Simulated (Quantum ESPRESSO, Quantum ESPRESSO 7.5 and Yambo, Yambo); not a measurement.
## GaP (F-43m): G0W0 with Yambo, start to end

Aim: the G0W0 gap of GaP (F-43m) on PBE, step by step.

Method: PBE and many-body steps on it, plane waves, in Quantum ESPRESSO 7.5 and Yambo 5.3.0.

**Experimental background.**

- Gap 2.25 ± 0.04 eV: optical gap from Tauc plot (fundamental, indirect); spectroscopic ellipsometry, Tauc-Lorentz fit and Tauc plot; 300 K; film (GaP layer on Si reference sample) on Si (“Assessment of GaPSb/Si tandem material association properties for photoelectrochemical cells”, 2020, arxiv:2002.02774).

### 1. The structure

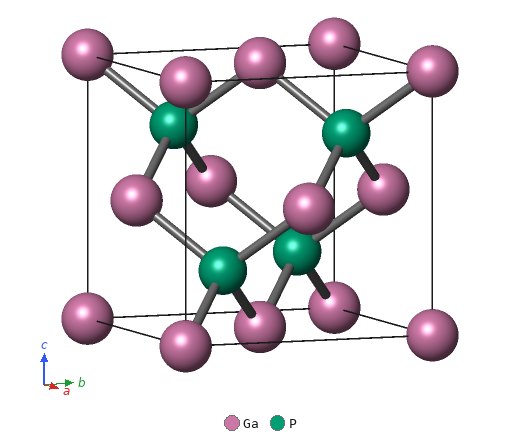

The starting structure, seen slightly off an axis (gallium pink, phosphorus teal). This picture shows the conventional cell, with its axes. Bonds to atoms that aren't drawn are left out. Some periodic images of atoms are drawn too.

The cell and positions come from the Crystallography Open Database and are kept as given unless a step says otherwise.

### 2. Ground state

This step: Quantum ESPRESSO 7.5; DFT, PBE, plane waves, norm-conserving pseudopotentials.

The ground-state density comes first.

pw.in reads:

```
&control
  calculation = 'scf'
  prefix = 'x'
  outdir = 'o'
  pseudo_dir = 'pseudo'
/
&system
  ibrav = 0
  nat = 2
  ntyp = 2
  ecutwfc = 72.0
  nbnd = 14
  force_symmorphic = .true.
/
&electrons
  conv_thr = 1e-10
  electron_maxstep = 80
  mixing_beta = 0.5
/
ATOMIC_SPECIES
  Ga 69.723 Ga.upf
  P 30.974 P.upf
CELL_PARAMETERS angstrom
  0.0000000000 2.7252500000 2.7252500000
  2.7252500000 0.0000000000 2.7252500000
  2.7252500000 2.7252500000 0.0000000000
ATOMIC_POSITIONS crystal
  Ga 0.0000000000 0.0000000000 0.0000000000
  P 0.2500000000 0.2500000000 0.2500000000
K_POINTS automatic
  6 6 6 0 0 0
```

The run is started by

```bash
OMP_NUM_THREADS=1 mpirun -n 4 pw.x -nk 4 -in pw.in > pw.out
```

Output:

```text
Program PWSCF v.7.5 starts

     This program is part of the open-source Quantum ESPRESSO suite
     for quantum simulation of materials; please cite
         "P. Giannozzi et al., J. Phys.:Condens. Matter 21 395502 (2009);
         "P. Giannozzi et al., J. Phys.:Condens. Matter 29 465901 (2017);
         "P. Giannozzi et al., J. Chem. Phys. 152 154105 (2020);
     in publications or presentations arising from this work. More details at
     Message from routine setup:
     using ibrav=0 with symmetry is DISCOURAGED, use correct ibrav instead

     G-vector sticks info

     bravais-lattice index     =            0
     lattice parameter (alat)  =       7.2832  a.u.
     unit-cell volume          =     273.1780 (a.u.)^3
     number of atoms/cell      =            2
     number of atomic types    =            2
     number of electrons       =        18.00
     number of Kohn-Sham states=           14
     kinetic-energy cutoff     =      72.0000  Ry
     charge density cutoff     =     288.0000  Ry
     scf convergence threshold =      1.0E-10
     mixing beta               =       0.5000
     number of iterations used =            8  plain     mixing
     Exchange-correlation= PBE
                           (   1   4   3   4   0   0   0)

     celldm(1)=   7.283166  celldm(2)=   0.000000  celldm(3)=   0.000000
     celldm(4)=   0.000000  celldm(5)=   0.000000  celldm(6)=   0.000000

     crystal axes: (cart. coord. in units of alat)
               a(1) = (   0.000000   0.707107   0.707107 )
               a(2) = (   0.707107   0.000000   0.707107 )
               a(3) = (   0.707107   0.707107   0.000000 )

     reciprocal axes: (cart. coord. in units 2 pi/alat)
               b(1) = ( -0.707107  0.707107  0.707107 )
               b(2) = (  0.707107 -0.707107  0.707107 )
               b(3) = (  0.707107  0.707107 -0.707107 )
     Pseudo is Norm-conserving + core correction, Zval = 13.0
     Generated using ONCVPSP code by D. R. Hamann
     Using radial grid of 1902 points,  6 beta functions with:
     Pseudo is Norm-conserving + core correction, Zval =  5.0
     Generated using ONCVPSP code by D. R. Hamann
     Using radial grid of 1298 points,  6 beta functions with:
     Ga               13.00    69.72300     Ga( 1.00)
     P                 5.00    30.97400     P ( 1.00)

     24 Sym. Ops. (no inversion) found

   Cartesian axes

     site n.     atom                  positions (alat units)
         1        Ga     tau(   1) = (   0.0000000   0.0000000   0.0000000  )
         2        P      tau(   2) = (   0.3535534   0.3535534   0.3535534  )

     number of k points=    16
                       cart. coord. in units 2pi/alat
        k(    1) = (   0.0000000   0.0000000   0.0000000), wk =   0.0092593
        k(    2) = (   0.1178511   0.1178511  -0.1178511), wk =   0.0740741
        k(    3) = (   0.2357023   0.2357023  -0.2357023), wk =   0.0740741
        k(    4) = (  -0.3535534  -0.3535534   0.3535534), wk =   0.0370370
        k(    5) = (   0.2357023   0.0000000  -0.0000000), wk =   0.0555556
        k(    6) = (   0.3535534   0.1178511  -0.1178511), wk =   0.2222222
        k(    7) = (  -0.2357023  -0.4714045   0.4714045), wk =   0.2222222
        k(    8) = (  -0.1178511  -0.3535534   0.3535534), wk =   0.2222222
        k(    9) = (   0.0000000  -0.2357023   0.2357023), wk =   0.1111111
        k(   10) = (   0.4714045   0.0000000  -0.0000000), wk =   0.0555556
     [... 4 further rows ...]
        k(   15) = (  -0.1178511  -0.3535534   0.5892557), wk =   0.2222222
        k(   16) = (  -0.7071068   0.2357023   0.0000000), wk =   0.1111111

     Dense  grid:    22419 G-vectors     FFT dimensions: (  40,  40,  40)

     Initial potential from superposition of free atoms

     starting charge      17.9972, renormalised to      18.0000
     Starting wfcs are   13 randomized atomic wfcs +    1 random wfcs

     per-process dynamical memory:    20.0 Mb

     Self-consistent Calculation

     iteration #  1     ecut=    72.00 Ry     beta= 0.50

     Threshold (ethr) on eigenvalues was too large:
     Diagonalizing with lowered threshold

     total energy              =    -166.84329029 Ry
     estimated scf accuracy    <       0.07418276 Ry

     iteration #  2     ecut=    72.00 Ry     beta= 0.50

     total energy              =    -166.85504528 Ry
     estimated scf accuracy    <       0.00667190 Ry

     iteration #  3     ecut=    72.00 Ry     beta= 0.50

     total energy              =    -166.85530580 Ry
     estimated scf accuracy    <       0.00128369 Ry

     iteration #  4     ecut=    72.00 Ry     beta= 0.50

     total energy              =    -166.85535979 Ry
     estimated scf accuracy    <       0.00001376 Ry

     iteration #  5     ecut=    72.00 Ry     beta= 0.50

     total energy              =    -166.85536498 Ry
     estimated scf accuracy    <       0.00000219 Ry

     iteration #  6     ecut=    72.00 Ry     beta= 0.50

     total energy              =    -166.85536545 Ry
     estimated scf accuracy    <       0.00000005 Ry

     iteration #  7     ecut=    72.00 Ry     beta= 0.50

     total energy              =    -166.85536548 Ry
     estimated scf accuracy    <       0.00000002 Ry

     iteration #  8     ecut=    72.00 Ry     beta= 0.50

     total energy              =    -166.85536548 Ry
     estimated scf accuracy    <          9.8E-09 Ry

     iteration #  9     ecut=    72.00 Ry     beta= 0.50

     End of self-consistent calculation

          k = 0.0000 0.0000 0.0000 (  2741 PWs)   bands (ev):

    -6.9527  -6.9527  -6.9527  -6.8555  -6.8555  -4.8744   7.6196   7.6196
     7.6196   9.4365  11.5066  11.5066  11.5066  16.4298

          k = 0.1179 0.1179-0.1179 (  2806 PWs)   bands (ev):

    -6.9758  -6.9453  -6.9453  -6.8559  -6.8559  -4.5186   5.2311   7.2490
     7.2490  10.0287  12.0546  12.0546  12.6451  16.5489

          k = 0.2357 0.2357-0.2357 (  2824 PWs)   bands (ev):

    -7.0156  -6.9329  -6.9329  -6.8524  -6.8524  -3.5723   2.4114   6.7135
     6.7135   9.5147  12.4306  12.4306  15.2167  17.2267

          k =-0.3536-0.3536 0.3536 (  2824 PWs)   bands (ev):

     [... further k-points ...]

     highest occupied, lowest unoccupied level (ev):     7.6196    9.2722

!    total energy              =    -166.85536548 Ry
     estimated scf accuracy    <          1.6E-11 Ry

     The total energy is the sum of the following terms:
     one-electron contribution =     -76.59545934 Ry
     hartree contribution      =      52.24577280 Ry
     xc contribution           =     -46.02805505 Ry
     ewald contribution        =     -96.47762389 Ry

     convergence has been achieved in   9 iterations

     XML data file, charge density, pseudopotentials, collected wavefunctions

=------------------------------------------------------------------------------=
   JOB DONE.
=------------------------------------------------------------------------------=
```

Elapsed: 3.4 s, on 4 MPI ranks of Arm Neoverse V1, shared host; peak memory 0.22 GiB.

Numbers from this step:

```yaml
total_energy: -2270.1829 eV
gap: 1.653 eV
k_of_the_valence_top: 0, 0, 0
k_of_the_conduction_bottom: 0, -0.5, -0.5
least_direct_gap: 1.817 eV
```

The gap is indirect, with the least direct gap 0.16 eV higher.

### 3. Bands along the symmetry lines

The cheap functional maps the bands first; the places of the edges decide which points the dearer methods must see.

pw.in reads:

```
&control
  calculation = 'bands'
  prefix = 'x'
  outdir = 'o'
  pseudo_dir = 'pseudo'
/
&system
  ibrav = 0
  nat = 2
  ntyp = 2
  ecutwfc = 72.0
  nbnd = 15
  force_symmorphic = .true.
/
&electrons
  conv_thr = 1e-9
  electron_maxstep = 80
  diago_full_acc = .true.
  diago_thr_init = 5e-6
/
ATOMIC_SPECIES
  Ga 69.723 Ga.upf
  P 30.974 P.upf
CELL_PARAMETERS angstrom
  0.0000000000 2.7252500000 2.7252500000
  2.7252500000 0.0000000000 2.7252500000
  2.7252500000 2.7252500000 0.0000000000
ATOMIC_POSITIONS crystal
  Ga 0.0000000000 0.0000000000 0.0000000000
  P 0.2500000000 0.2500000000 0.2500000000
K_POINTS crystal
  50
  0.00000000 0.00000000 0.00000000 1
  -0.06250000 -0.06250000 0.00000000 1
  -0.12500000 -0.12500000 0.00000000 1
  -0.18750000 -0.18750000 0.00000000 1
  -0.25000000 -0.25000000 0.00000000 1
  -0.31250000 -0.31250000 0.00000000 1
  -0.37500000 -0.37500000 0.00000000 1
  -0.43750000 -0.43750000 0.00000000 1
  -0.50000000 -0.50000000 0.00000000 1
  -0.48437500 -0.48437500 0.03125000 1
  -0.46875000 -0.46875000 0.06250000 1
  -0.45312500 -0.45312500 0.09375000 1
  -0.43750000 -0.43750000 0.12500000 1
  -0.42187500 -0.42187500 0.15625000 1
  -0.40625000 -0.40625000 0.18750000 1
  -0.39062500 -0.39062500 0.21875000 1
  -0.37500000 -0.37500000 0.25000000 1
  -0.37500000 0.00000000 0.37500000 1
  -0.32812500 0.00000000 0.32812500 1
  -0.28125000 0.00000000 0.28125000 1
  -0.23437500 0.00000000 0.23437500 1
  -0.18750000 0.00000000 0.18750000 1
  -0.14062500 0.00000000 0.14062500 1
  -0.09375000 0.00000000 0.09375000 1
  -0.04687500 0.00000000 0.04687500 1
  0.00000000 0.00000000 0.00000000 1
  0.00000000 0.00000000 0.06250000 1
  0.00000000 0.00000000 0.12500000 1
  0.00000000 0.00000000 0.18750000 1
  0.00000000 0.00000000 0.25000000 1
  0.00000000 0.00000000 0.31250000 1
  0.00000000 0.00000000 0.37500000 1
  0.00000000 0.00000000 0.43750000 1
  -0.00000000 -0.00000000 0.50000000 1
  -0.06250000 -0.03125000 0.46875000 1
  -0.12500000 -0.06250000 0.43750000 1
  -0.18750000 -0.09375000 0.40625000 1
  -0.25000000 -0.12500000 0.37500000 1
  -0.31250000 -0.15625000 0.34375000 1
  -0.37500000 -0.18750000 0.31250000 1
  -0.43750000 -0.21875000 0.28125000 1
  -0.50000000 -0.25000000 0.25000000 1
  -0.50000000 -0.28125000 0.21875000 1
  -0.50000000 -0.31250000 0.18750000 1
  -0.50000000 -0.34375000 0.15625000 1
  -0.50000000 -0.37500000 0.12500000 1
  -0.50000000 -0.40625000 0.09375000 1
  -0.50000000 -0.43750000 0.06250000 1
  -0.50000000 -0.46875000 0.03125000 1
  -0.50000000 -0.50000000 0.00000000 1
```

Output:

```text
[banner, memory and clock lines left out]
Program PWSCF v.7.5 starts

     Atomic positions and unit cell read from directory:
     o/x.save/

     Message from routine setup:
     using ibrav=0 with symmetry is DISCOURAGED, use correct ibrav instead

     G-vector sticks info

     bravais-lattice index     =            0
     lattice parameter (alat)  =       7.2832  a.u.
     unit-cell volume          =     273.1780 (a.u.)^3
     number of atoms/cell      =            2
     number of atomic types    =            2
     number of electrons       =        18.00
     number of Kohn-Sham states=           15
     kinetic-energy cutoff     =      72.0000  Ry
     charge density cutoff     =     288.0000  Ry
     Exchange-correlation= PBE
                           (   1   4   3   4   0   0   0)

     celldm(1)=   7.283166  celldm(2)=   0.000000  celldm(3)=   0.000000
     celldm(4)=   0.000000  celldm(5)=   0.000000  celldm(6)=   0.000000

     crystal axes: (cart. coord. in units of alat)
               a(1) = (   0.000000   0.707107   0.707107 )
               a(2) = (   0.707107   0.000000   0.707107 )
               a(3) = (   0.707107   0.707107   0.000000 )

     reciprocal axes: (cart. coord. in units 2 pi/alat)
               b(1) = ( -0.707107  0.707107  0.707107 )
               b(2) = (  0.707107 -0.707107  0.707107 )
               b(3) = (  0.707107  0.707107 -0.707107 )
     Pseudo is Norm-conserving + core correction, Zval = 13.0
     Generated using ONCVPSP code by D. R. Hamann
     Using radial grid of 1902 points,  6 beta functions with:
     Pseudo is Norm-conserving + core correction, Zval =  5.0
     Generated using ONCVPSP code by D. R. Hamann
     Using radial grid of 1298 points,  6 beta functions with:
     Ga               13.00    69.72300     Ga( 1.00)
     P                 5.00    30.97400     P ( 1.00)

     24 Sym. Ops. (no inversion) found

   Cartesian axes

     site n.     atom                  positions (alat units)
         1        Ga     tau(   1) = (   0.0000000   0.0000000   0.0000000  )
         2        P      tau(   2) = (   0.3535534   0.3535534   0.3535534  )

     number of k points=    50
                       cart. coord. in units 2pi/alat
        k(    1) = (   0.0000000   0.0000000   0.0000000), wk =   0.0400000
        k(    2) = (   0.0000000   0.0000000  -0.0883883), wk =   0.0400000
        k(    3) = (   0.0000000   0.0000000  -0.1767767), wk =   0.0400000
[...]
[... 38 further rows ...]
        k(   49) = (   0.0441942  -0.0000000  -0.7071068), wk =   0.0400000
        k(   50) = (   0.0000000   0.0000000  -0.7071068), wk =   0.0400000

     Dense  grid:    22419 G-vectors     FFT dimensions: (  40,  40,  40)

     The potential is recalculated from file :
     o/x.save/charge-density

     Starting wfcs are   13 randomized atomic wfcs +    2 random wfcs

     Band Structure Calculation

     End of band structure calculation

          k = 0.0000 0.0000 0.0000 (  2741 PWs)   bands (ev):

    -6.9526  -6.9526  -6.9526  -6.8555  -6.8555  -4.8744   7.6196   7.6196
     7.6196   9.4365  11.5066  11.5066  11.5066  16.4298  17.3469

          k = 0.0000 0.0000-0.0884 (  2770 PWs)   bands (ev):

    -6.9588  -6.9506  -6.9506  -6.8569  -6.8547  -4.8063   7.0639   7.4268
     7.4268   9.9600  11.3259  11.7736  11.7736  16.7107  16.8123

          k = 0.0000 0.0000-0.1768 (  2794 PWs)   bands (ev):

    -6.9752  -6.9439  -6.9439  -6.8600  -6.8527  -4.6050   6.0686   6.9724
     6.9724  10.5906  11.1184  12.4497  12.4497  15.7092  17.5896

          k =-0.0000 0.0000-0.2652 (  2814 PWs)   bands (ev):

[...]
k = 0.0000 0.0000-0.3536 (  2826 PWs)   bands (ev):

[...]
k = 0.0000-0.0000-0.4419 (  2838 PWs)   bands (ev):

[...]
k =-0.0000 0.0000-0.5303 (  2814 PWs)   bands (ev):

[...]
k = 0.0000-0.0000-0.6187 (  2822 PWs)   bands (ev):

[...]
k = 0.5303-0.0000-0.5303 (  2838 PWs)   bands (ev):

[...]
k = 0.0000 0.0000 0.0000 (  2741 PWs)   bands (ev):

[...]
k = 0.1326 0.0000-0.7071 (  2834 PWs)   bands (ev):

[...]
k = 0.0884-0.0000-0.7071 (  2824 PWs)   bands (ev):

[...]
k = 0.0442-0.0000-0.7071 (  2816 PWs)   bands (ev):

    -7.0694  -6.8918  -6.8888  -6.8870  -6.8345  -1.9079   0.8717   4.8963
     4.9019   9.3516   9.5222  17.9503  18.0349  18.8881  19.7949

          k = 0.0000 0.0000-0.7071 (  2794 PWs)   bands (ev):

    -7.0698  -6.8913  -6.8876  -6.8876  -6.8340  -1.9113   0.8648   4.9369
     4.9369   9.2722   9.4420  18.1941  18.1942  18.8051  19.9377

     XML data file, pseudopotentials, collected wavefunctions
```

The job ended after 3.6 s (4 MPI ranks; peak memory 0.2 GiB; 14 s of CPU time).

Numbers from this step:

```
gap                        : 1.593 eV
k of the valence top       : 0, 0, 0
k of the conduction bottom : -0.4375, -0.4375, 0
least direct gap           : 1.817 eV
```

The gap is 1.593 eV, −0.060 eV from the run before at this level.

The electronic bands at the labelled points (eV, zero at the top of the highest filled band):

```tsv
point	band 6	band 7	band 8	band 9	band 10	band 11	band 12	band 13
Γ	-12.49	0.00	0.00	0.00	1.82	3.89	3.89	3.89
X	-9.53	-6.75	-2.68	-2.68	1.65	1.82	10.57	10.57
U	-9.57	-6.55	-3.94	-2.25	2.19	4.80	8.23	8.26
jump to K	-9.57	-6.55	-3.94	-2.25	2.19	4.80	8.23	8.26
Γ	-12.49	0.00	0.00	0.00	1.82	3.89	3.89	3.89
L	-10.43	-6.63	-1.12	-1.12	1.67	4.72	4.72	8.29
W	-9.44	-6.55	-3.58	-3.42	4.70	4.86	6.10	6.15
X	-9.53	-6.75	-2.68	-2.68	1.65	1.82	10.57	10.57
```

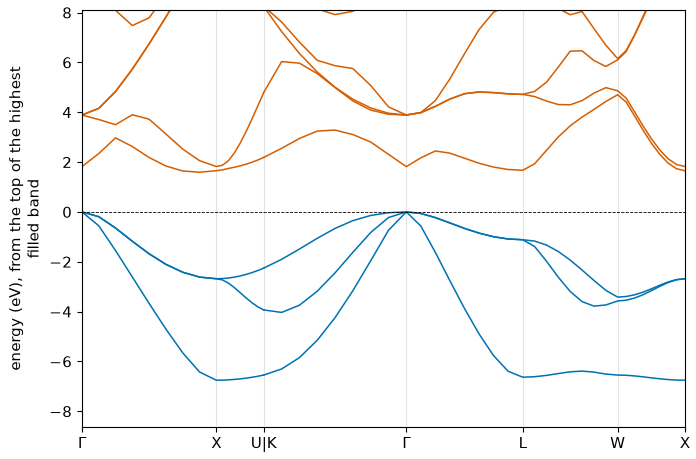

Electronic bands along the path; lines of filled and empty bands in two colours.

(Continued in part 2 of 3.)

[Paths, hosts, dates, memory and timing lines, banners, echoed tables and standing remarks are left out of the program output.]

[Logs are printed without paths, hosts, clocks, repeated set-up lines and the standing remarks that a program may print on its own settings, such as how far it seeks lower states.]

[Runs of the session that timed out or met a known fault of the program may be left out.]

[Hosts, paths, dates, database ids (printed as entryN), source tags and the programs' standing remarks are cut or masked in the printed files.]
